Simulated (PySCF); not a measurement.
CH5F3GeSi (SMILES F[C](F)(F)[GeH2][SiH3])

Input file:

```
{"job": {"kind": "uv", "xc": "wB97X-D", "basis": "def2-SVPD", "nstates": 8, "ntriplets": 3}, "charge": 0, "multiplicity": 1}
F      2.821026    -0.388378     0.266561
C      1.558773    -0.113531     0.635915
F      1.259602    -0.976342     1.632701
F      1.588261     1.112054     1.205799
Ge     0.237579    -0.213116    -0.869253
Si    -1.905960     0.293602    -0.027021
H      0.898401     0.698625    -1.873929
H      0.539693    -1.590002    -1.407687
H     -2.246274    -0.684263     1.005070
H     -1.881284     1.643233     0.534345
H     -2.864393     0.220788    -1.128465
```

Command:

```sh
OMP_NUM_THREADS=1 python probes_run.py task.json out
```

Geometry: GFN2-xTB.

All numbers below come from PySCF 2.14.0, wB97X-D/def2-SVPD, SCF density, gas phase.

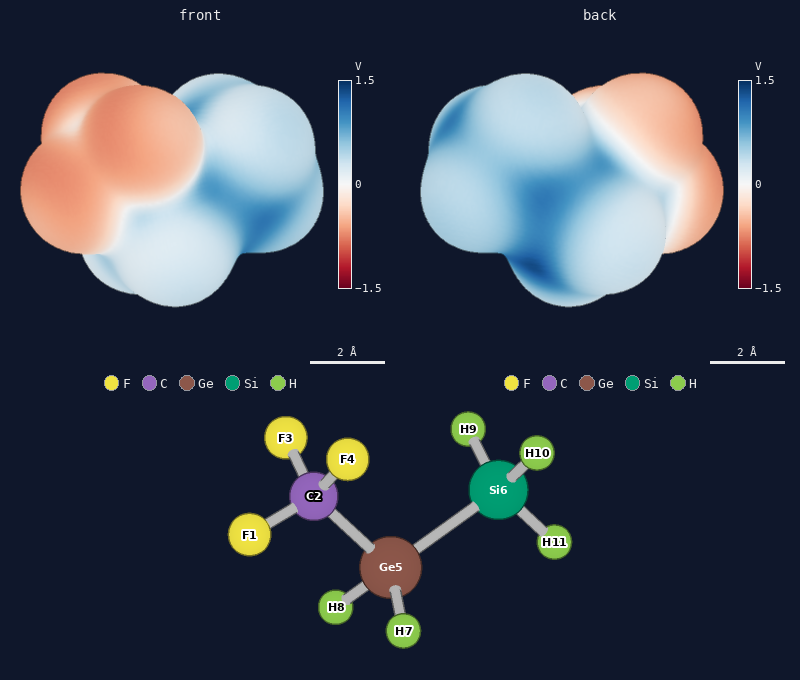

Figure 1. The molecular electrostatic potential painted on the density surface at 0.001 e/bohr³, seen from the front and from behind; red is negative and blue positive. The bare structure is drawn below in the same view.

> Where is the surface potential most negative and most positive?

The most negative region (about −0.7 V, or −16 kcal/mol for a unit charge) lies over F1, F3 and F4, the most positive (about +1.3 V, or +30 kcal/mol for a unit charge) over Ge5.

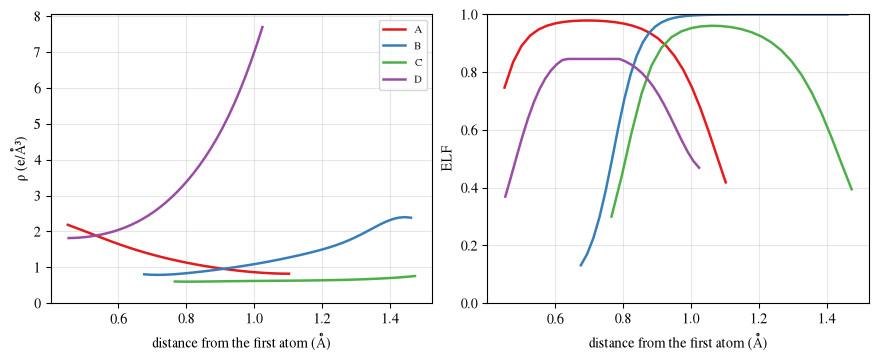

Figure 2. Electron density and ELF along straight lines between neighbouring atoms. The curves leave out the atomic cores.

> Which curve belongs to which contact (C–F, C–Ge, Si–Ge and Si–H)? The first atom named is at distance zero.

Curve A: C–Ge (2.01 Å): ρ is about 0.86 e/Å³ halfway; the ELF peaks at about 1 in the valence shell of C, 0.7 Å from its nucleus, and is about 0.75 at the midpoint. Curve B: Si–H (1.46 Å): ρ is about 0.79 e/Å³ halfway; the ELF climbs to about 1 towards the hydrogen, as it does in any bond to H. Curve C: Si–Ge (2.36 Å): the density is about 0.63 e/Å³ at the midpoint; the ELF peaks at about 0.95 between the atoms (a covalent bond). Curve D: C–F (1.34 Å): ρ at the midpoint is about 2.3 e/Å³; the ELF peaks at about 0.85 between the atoms: a polar covalent bond.
